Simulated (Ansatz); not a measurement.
The compound is NiO (Fm-3m).

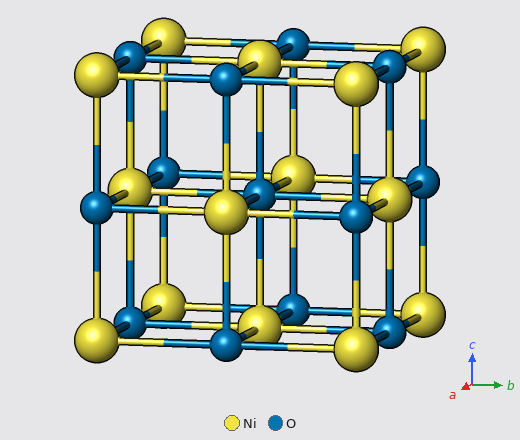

The structure (nickel yellow, oxygen blue). Some periodic images of atoms are drawn too.

The structure is cubic, space group Fm-3m (No. 225). The conventional cell has a = 4.172 Å, b = 4.172 Å, c = 4.172 Å, α = 90.00°, β = 90.00°, γ = 90.00°. Nearest to Ni lie 6 O at 2.09 Å. O has 6 Ni at 2.09 Å nearest. Farther neighbours and most contacts between anions are not listed.

```yaml
crystal:
  lattice:
    - [0.00000, -2.08590, -2.08590]
    - [2.08590, 0.00000, -2.08590]
    - [2.08590, -2.08590, 0.00000]
  atoms:
    - { symbol: Ni, position: [0.00000, 0.00000, 0.00000] }
    - { symbol: O, position: [0.50000, 0.50000, 0.50000] }
```

The cell and positions come from the Crystallography Open Database and are kept as given unless a step says otherwise. The program's search for lower electronic states was switched off, so nothing shows that the state found is the lowest. PAW set soft_2, made with PBE.

A constrained-RPA run (Ansatz 0.2.0; non-magnetic LDA; Ni d + anion p, bands v7 to c1, 8×8×8 mesh, medium accuracy) builds 8 functions on bands 9.5 eV wide, with 14.0 electrons in the window. The bare on-site interaction is 26.2 eV and the bare J 0.91 eV.

Estimate U, U′ and J.

On the Ni d shell, U = 9.28 eV (35 % of the bare value), U′ = 7.77 eV, J = 0.76 eV.

The parent state is non-magnetic and the interaction static (zero frequency); U depends on the window and the orbitals, so it belongs to this model alone. A window that holds the anion p bands defines a model with explicit ligands; its U belongs to that model and is not the U of DFT+U.

[Paths, hosts, dates, memory and timing lines, banners, echoed tables and standing remarks are left out of the program output.]

[Logs are printed without paths, hosts, clocks, repeated set-up lines and the standing remarks that a program may print on its own settings, such as how far it seeks lower states.]

[Runs of the session that timed out or met a known fault of the program may be left out.]

[Hosts, paths, dates, database ids (printed as entryN), source tags and the programs' standing remarks are cut or masked in the printed files.]
